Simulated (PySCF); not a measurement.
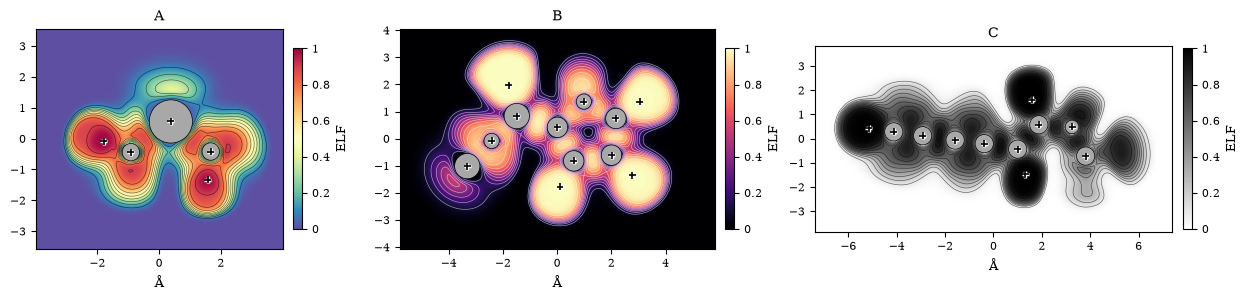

The ELF of 3 systems, each on a plane through atoms (crosses mark nuclei in the plane; grey discs cover the cores).

Computed with PBE0/pcSseg-1, SCF density, gas phase, non-relativistic in PySCF.

System 1: C7H4F2O (SMILES C#CC#C/C=C/OC(F)F), the plane of atoms C5, C6 and O7. Geometry: GFN2-xTB, NEB image 0 of 0 to 8.

```xyz
14

C     4.7862   -0.6504   -0.6327
C     3.6210   -0.4159   -0.4319
C     2.3123   -0.1492   -0.2037
C     1.1413    0.0994   -0.0148
C    -0.2077    0.3650    0.2593
C    -1.0243    0.8643   -0.6696
O    -2.3621    1.1511   -0.5313
C    -3.0054    0.6965    0.5658
F    -4.3199    0.8353    0.3605
F    -2.7154    1.4315    1.6700
H     5.7996   -0.8529   -0.8088
H    -0.5335    0.1523    1.2693
H    -0.6979    1.1161   -1.6671
H    -2.7950   -0.3634    0.8129
```

System 2: H4O2Si (SMILES O[SiH2]O), the plane of atoms Si2, O1 and H4. Geometry: GFN2-xTB.

```
atom    x (Å)    y (Å)    z (Å)
   O   1.0604  -0.7341  -0.1595
  Si  -0.0694   0.4268   0.0537
   O  -1.4923  -0.3143  -0.1496
   H   1.9857  -0.5223  -0.1027
   H   0.0192   1.4513  -0.9777
   H   0.0342   0.9631   1.4092
   H  -1.5345  -1.2656  -0.1005
```

System 3: C4H6B2O2 (SMILES BOBc1ccco1), the plane of atoms C4, O8 and C7. Geometry: GFN2-xTB.

| atom | x (Å) | y (Å) | z (Å) |
| --- | --- | --- | --- |
| B | 3.0021 | -0.7884 | 0.1285 |
| O | 2.0566 | 0.0815 | 0.2859 |
| B | 1.0850 | 0.9385 | 0.4321 |
| C | -0.3786 | 0.5143 | 0.1130 |
| C | -0.9034 | -0.6810 | -0.3287 |
| C | -2.2965 | -0.5053 | -0.4491 |
| C | -2.5347 | 0.7843 | -0.0737 |
| O | -1.3996 | 1.4005 | 0.2634 |
| H | 3.3093 | -1.4867 | 1.0300 |
| H | 3.5518 | -0.8706 | -0.9137 |
| H | 1.3165 | 2.0323 | 0.8058 |
| H | -0.3467 | -1.5727 | -0.5378 |
| H | -3.0192 | -1.2284 | -0.7684 |
| H | -3.4432 | 1.3513 | -0.0094 |

### Match each panel to its system.

Panel A is system 2, H4O2Si: the plane holds O, Si and H. Si–O (1.62 Å): the ELF peaks at about 0.85 between the atoms: a polar covalent bond. Panel B is system 3, C4H6B2O2: the plane holds B, O, C and H. B–O (1.29 Å): the ELF peaks at about 0.90 between the atoms; a polar covalent bond. Panel C is system 1, C7H4F2O: the plane holds C, O and H. C–C (1.21 Å): the ELF peaks at about 0.85 between the atoms (a short, multiple covalent bond).
